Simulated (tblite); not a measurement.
# C7H12GeO: geometry relaxation (part 2 of 2)

Continued. System: C7H12GeO, SMILES [CH3][GeH2][O][C@@H]1C=CC=CC1. Method: GFN2-xTB geometry optimisation, gas phase (tblite 0.8.0). It belongs to a series of runs on one base structure; here: constitutional isomer.

Geometry of the input (Å):
```
C  3.7151  -0.3969  -0.1486
Ge 2.1470  0.6391  0.4366
O  0.7228  0.1583  -0.4952
C  -0.3751  0.1760  0.3907
C  -0.9078  -1.2105  0.4953
C  -2.1222  -1.5748  0.1635
C  -3.0432  -0.5695  -0.3261
C  -2.6723  0.6842  -0.4369
C  -1.3291  1.1841  -0.1021
H  3.9480  -0.1541  -1.1934
H  3.4716  -1.4856  -0.0545
H  4.5902  -0.1461  0.4677
H  1.9424  0.5453  1.9760
H  2.4611  2.1225  0.1197
H  -0.0563  0.4657  1.4224
H  -0.2067  -1.9684  0.8708
H  -2.4532  -2.5950  0.2543
H  -4.0461  -0.9053  -0.5836
H  -3.4119  1.4126  -0.8098
H  -0.9080  1.6777  -0.9823
H  -1.4752  1.9576  0.6900
```

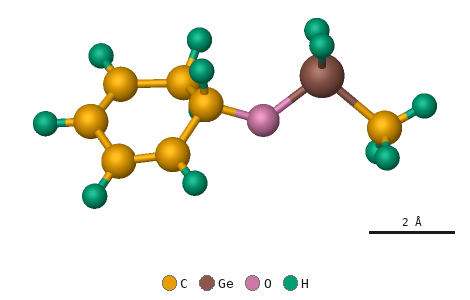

**Figure 1.** The geometry at step 111 of the log (ball-and-stick view, seen at a tilt).

### Trajectory as extended XYZ, continued
```
21
Properties=species:S:1:pos:R:3:forces:R:3 step=79 energy=-736.56594
C     3.7374   -0.1225   -0.2294    0.0300   0.0070   0.0050
Ge    2.2895    0.7705    0.7440    0.0710   0.0410  -0.0230
O     0.9385   -0.2192    0.2419   -0.0200  -0.0060  -0.0150
C    -0.4288   -0.0915    0.5599   -0.0200   0.0220  -0.0170
C    -1.0738   -1.4435    0.4249    0.0020   0.0340  -0.0390
C    -2.3591   -1.5670    0.1083   -0.0220  -0.0010  -0.0090
C    -3.1616   -0.4014   -0.2126   -0.0040   0.0130   0.0230
C    -2.5864    0.7785   -0.4325    0.0270   0.0070   0.0590
C    -1.1013    0.9557   -0.3391   -0.0010   0.0050  -0.0240
H     3.4907   -0.1666   -1.2880    0.0230   0.0360   0.0350
H     3.8391   -1.1426    0.1307   -0.0040  -0.0220   0.0140
H     4.6936    0.3786   -0.1092   -0.0290   0.0240  -0.0120
H     2.3986    0.7330    2.2593   -0.0180  -0.0040  -0.0260
H     2.0439    2.2245    0.3688    0.0210  -0.0450  -0.0120
H    -0.5410    0.2249    1.6134   -0.0040  -0.0250  -0.0030
H    -0.4382   -2.2911    0.6334   -0.0190   0.0390   0.0250
H    -2.8296   -2.5376    0.0596   -0.0220   0.0000  -0.0040
H    -4.2293   -0.5263   -0.2998   -0.0450  -0.0300  -0.0380
H    -3.1625    1.6336   -0.7580    0.0340  -0.0050   0.0490
H    -0.6852    0.8737   -1.3520    0.0490  -0.0510   0.0350
H    -0.8434    1.9531    0.0306   -0.0480  -0.0370  -0.0240
21
Properties=species:S:1:pos:R:3:forces:R:3 step=95 energy=-736.57508
C     3.7827   -0.0840   -0.2133   -0.0170   0.0000   0.0070
Ge    2.2759    0.7416    0.7279    0.0230  -0.0210   0.0140
O     0.9357   -0.2654    0.2099   -0.0050   0.0000  -0.0020
C    -0.4292   -0.1205    0.5417    0.0180  -0.0010   0.0060
C    -1.1052   -1.4577    0.4116    0.0160   0.0130   0.0080
C    -2.3966   -1.5568    0.1080    0.0000  -0.0020  -0.0050
C    -3.1815   -0.3749   -0.1979    0.0060   0.0130   0.0390
C    -2.5818    0.7953   -0.4044    0.0100  -0.0040  -0.0190
C    -1.0905    0.9279   -0.3569    0.0130  -0.0080   0.0150
H     3.5475   -0.1480   -1.2723    0.0230   0.0150  -0.0150
H     3.9537   -1.0923    0.1524   -0.0030  -0.0150   0.0240
H     4.6972    0.4887   -0.0905   -0.0100   0.0010  -0.0030
H     2.3373    0.6954    2.2441    0.0030   0.0170  -0.0150
H     2.0269    2.1883    0.3432   -0.0110   0.0020  -0.0050
H    -0.5253    0.1961    1.5974   -0.0060  -0.0170  -0.0110
H    -0.4863   -2.3138    0.6316   -0.0210  -0.0060   0.0030
H    -2.8899   -2.5170    0.0757    0.0020   0.0020  -0.0230
H    -4.2533   -0.4804   -0.2729   -0.0050  -0.0010  -0.0010
H    -3.1379    1.6760   -0.6908   -0.0120  -0.0060   0.0080
H    -0.6935    0.7944   -1.3717   -0.0160   0.0150  -0.0020
H    -0.7948    1.9242   -0.0187   -0.0100   0.0020  -0.0220
21
Properties=species:S:1:pos:R:3:forces:R:3 step=111 energy=-736.57701
C     3.7982   -0.0823   -0.2025    0.0110  -0.0010   0.0090
Ge    2.2711    0.7377    0.7091   -0.0070  -0.0110  -0.0170
O     0.9355   -0.2803    0.1956   -0.0110   0.0170   0.0230
C    -0.4276   -0.1270    0.5347    0.0000  -0.0010  -0.0030
C    -1.1106   -1.4609    0.4036   -0.0030   0.0000   0.0000
C    -2.4021   -1.5560    0.0991   -0.0020   0.0070   0.0210
C    -3.1874   -0.3683   -0.1820    0.0050   0.0050  -0.0020
C    -2.5843    0.7997   -0.3901   -0.0070   0.0000   0.0210
C    -1.0918    0.9240   -0.3601    0.0030  -0.0090   0.0000
H     3.6029   -0.1444   -1.2702   -0.0030   0.0080   0.0170
H     3.9627   -1.0895    0.1711   -0.0060  -0.0040  -0.0020
H     4.7052    0.4952   -0.0482   -0.0020  -0.0060  -0.0040
H     2.3302    0.7154    2.2248   -0.0050   0.0020   0.0000
H     2.0034    2.1755    0.3084    0.0060   0.0170  -0.0140
H    -0.5167    0.1897    1.5911   -0.0040  -0.0190  -0.0200
H    -0.4983   -2.3218    0.6214    0.0110  -0.0090  -0.0150
H    -2.8967   -2.5152    0.0524    0.0060   0.0070   0.0020
H    -4.2610   -0.4677   -0.2386    0.0020  -0.0020  -0.0090
H    -3.1419    1.6859   -0.6546   -0.0060   0.0040   0.0000
H    -0.7094    0.7856   -1.3795    0.0030   0.0050  -0.0060
H    -0.7903    1.9217   -0.0314    0.0090  -0.0110  -0.0030
21
Properties=species:S:1:pos:R:3:forces:R:3 step=127 energy=-736.58343
C     3.8190   -0.1186   -0.1280   -0.0230   0.0120   0.0130
Ge    2.2573    0.7976    0.6198   -0.0130   0.0190   0.0040
O     0.9404   -0.2772    0.1854    0.0450  -0.0060   0.0120
C    -0.4244   -0.1486    0.5130    0.0080   0.0050  -0.0100
C    -1.0932   -1.4811    0.3207   -0.0080  -0.0110  -0.0010
C    -2.3962   -1.5631    0.0672   -0.0070  -0.0130  -0.0180
C    -3.1922   -0.3625   -0.1109   -0.0140  -0.0030   0.0120
C    -2.5964    0.8126   -0.2984   -0.0020  -0.0030  -0.0050
C    -1.1022    0.9191   -0.3453   -0.0140   0.0240  -0.0170
H     3.7719   -0.1122   -1.2137    0.0080   0.0000   0.0030
H     3.8417   -1.1525    0.2050   -0.0040   0.0000   0.0080
H     4.7385    0.3682    0.1831    0.0170  -0.0060  -0.0210
H     2.2638    0.9566    2.1287   -0.0100  -0.0060   0.0060
H     2.0151    2.1806    0.0429    0.0060  -0.0070  -0.0110
H    -0.5322    0.1278    1.5780    0.0220  -0.0020   0.0210
H    -0.4619   -2.3459    0.4473   -0.0060  -0.0220   0.0070
H    -2.8892   -2.5186   -0.0270   -0.0140  -0.0180   0.0080
H    -4.2675   -0.4581   -0.1152   -0.0060  -0.0040  -0.0020
H    -3.1636    1.7105   -0.4934    0.0100   0.0070   0.0030
H    -0.7701    0.7741   -1.3817   -0.0030   0.0400   0.0000
H    -0.7674    1.9083   -0.0233    0.0070  -0.0070  -0.0130
21
Properties=species:S:1:pos:R:3:forces:R:3 step=143 energy=-736.58533
C     3.8319   -0.1196   -0.0929    0.0000  -0.0020   0.0010
Ge    2.2472    0.8122    0.5824    0.0020  -0.0080   0.0040
O     0.9499   -0.2872    0.1441    0.0020   0.0030  -0.0030
C    -0.4127   -0.1646    0.4847   -0.0010   0.0000  -0.0010
C    -1.0908   -1.4927    0.2865   -0.0010  -0.0040   0.0000
C    -2.4003   -1.5656    0.0633   -0.0050  -0.0030   0.0000
C    -3.1942   -0.3592   -0.0825    0.0000   0.0020   0.0010
C    -2.5970    0.8158   -0.2682    0.0010   0.0030   0.0020
C    -1.1037    0.9215   -0.3421   -0.0020   0.0030   0.0040
H     3.8366   -0.1057   -1.1796    0.0010  -0.0080  -0.0020
H     3.8176   -1.1558    0.2335    0.0030  -0.0030   0.0040
H     4.7479    0.3446    0.2606   -0.0040   0.0050  -0.0040
H     2.1985    1.0123    2.0860   -0.0030   0.0040  -0.0040
H     2.0168    2.1713   -0.0501   -0.0020   0.0070  -0.0030
H    -0.5036    0.0943    1.5567   -0.0030   0.0000   0.0010
H    -0.4653   -2.3648    0.3921    0.0080   0.0000   0.0010
H    -2.9018   -2.5178   -0.0242   -0.0010  -0.0060  -0.0050
H    -4.2699   -0.4504   -0.0659    0.0010   0.0000  -0.0020
H    -3.1638    1.7191   -0.4387    0.0020   0.0030  -0.0010
H    -0.7909    0.8068   -1.3882    0.0010   0.0020   0.0080
H    -0.7612    1.9023   -0.0031    0.0010   0.0030   0.0000
```

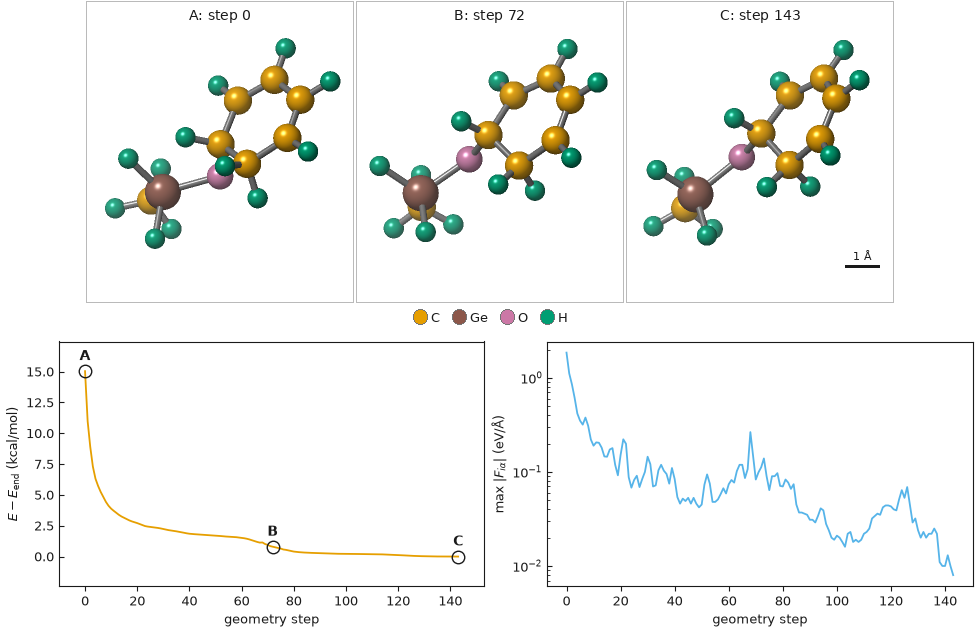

**Figure 2.** Frames of the relaxation (ball-and-stick view, seen at a tilt) above the curves, on which the letters mark them (steps are counted from 0).

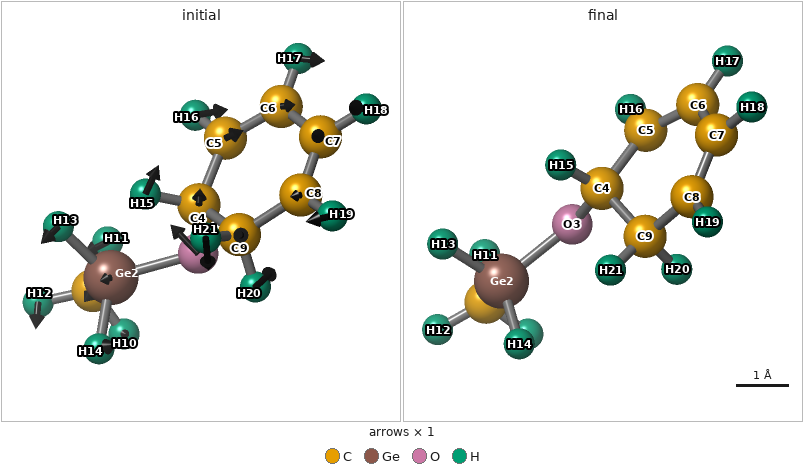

**Figure 3.** Before (left) and after (right) the relaxation, at one scale (ball-and-stick view, seen at a tilt). The black arrows give the displacements, at true length. After 143 geometry steps the energy has fallen by 15.0 kcal/mol. The largest force component goes from 1.9 to 0.008 eV/Å. The atom that moves furthest after the best rigid fit is H21 (0.96 Å). Largest moves by element: H 0.96 Å, O 0.81 Å, C 0.42 Å, Ge 0.26 Å. Among the contacts that change: C4–C9 1.473 → 1.530 Å, Ge2–H13 1.556 → 1.518 Å, C1–H11 1.120 → 1.086 Å, Ge2–H14 1.549 → 1.517 Å. Among the angles that change: Ge2–O3–C4 107.0° → 126.8°, C1–Ge2–O3 110.0° → 102.3°, C1–Ge2–H14 106.4° → 113.9°. (Atoms are counted from 1 in the order of the input.)

### Key numbers

```csv
quantity,value
outcome,converged
total energy,−736.5853 eV
wall time,1.3 s
peak memory,0.18 GiB
```
